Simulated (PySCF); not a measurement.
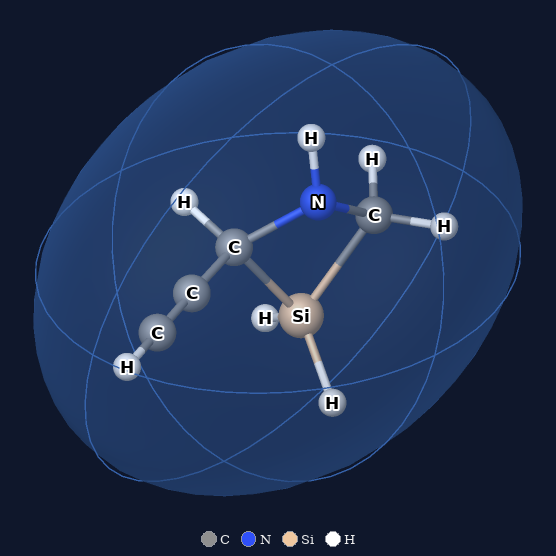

The ellipsoid shows the static dipole polarisability: its half-axes are proportional to the principal values. The geometry was computed by an optimisation with GFN2-xTB. No frequency run is at hand to confirm it as a minimum. Computed with PBE0/def2-SVPD (PySCF 2.14.0).

**Give the principal values, the mean and the anisotropy.**

Principal values 63.4, 74.7, 100.8 bohr³; mean 79.6 bohr³ (11.80 Å³); anisotropy 33.2 bohr³, so the longest axis is 1.59 times the shortest.

The geometry is semi-empirical. Around Si such bond lengths and angles can be off by a tenth of an ångström or more and by several degrees, and values that hang on the shape move with them.
